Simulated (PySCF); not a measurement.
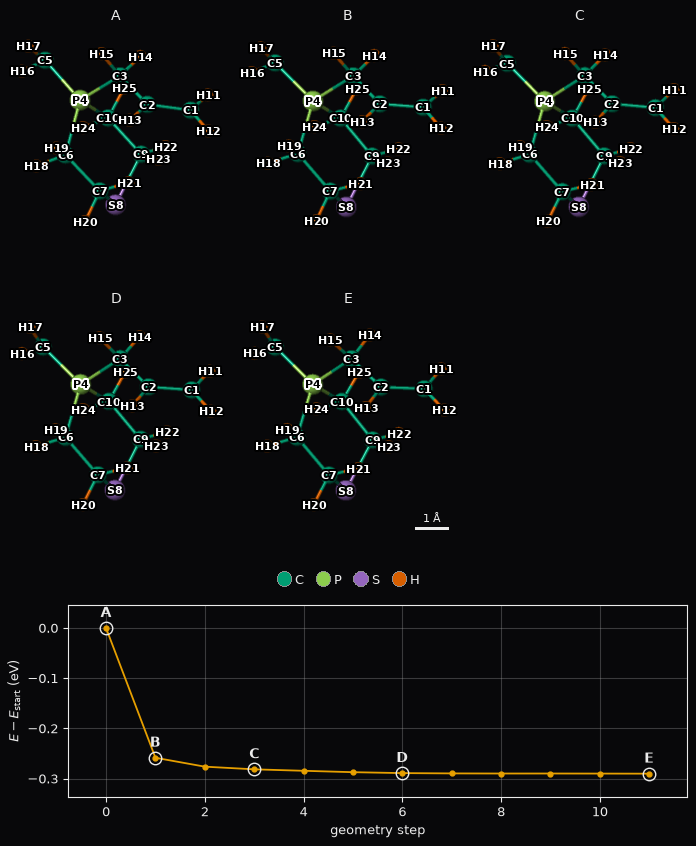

Frames of a relaxation of C$_{8}$H$_{15}$PS, marked on the history of the run. A ball-and-stick model, seen at a tilt.

The start comes from GFN2-xTB. Its atoms were then displaced at random by about 0.01 Å.

The calculation used PBE0-D3(BJ)/def2-SVP geometry optimisation, gas phase in PySCF 2.14.0, density-fitted response routines. 

### Describe the path.

The largest move after the best rigid fit is that of H11, 0.28 Å. By element the largest moves are H 0.28 Å, C 0.15 Å, S 0.10 Å, P 0.05 Å. Some distances before and after: C3–P4 1.793 → 1.843 Å, P4–C6 1.914 → 1.868 Å, C1–H11 1.055 → 1.095 Å, C7–H21 1.062 → 1.100 Å. Among the angles between lasting bonds that change: H16–C5–H17 109.9° → 117.6°, P4–C5–H17 110.9° → 118.1°, C5–P4–C6 127.2° → 121.2°. After 11 geometry steps the energy has fallen by 0.290 eV. Cost: 7.3 min on 1 thread of Arm Neoverse V2 (shared host). From step 0 to 1: H11 moves most (0.22 Å), energy −0.258 eV. From step 1 to 3: H17 moves most (0.08 Å), energy −0.023 eV. From step 3 to 6: H15 moves most (0.08 Å), energy −0.008 eV. From step 6 to 11: H atoms move most (0.10 Å), energy −0.001 eV.
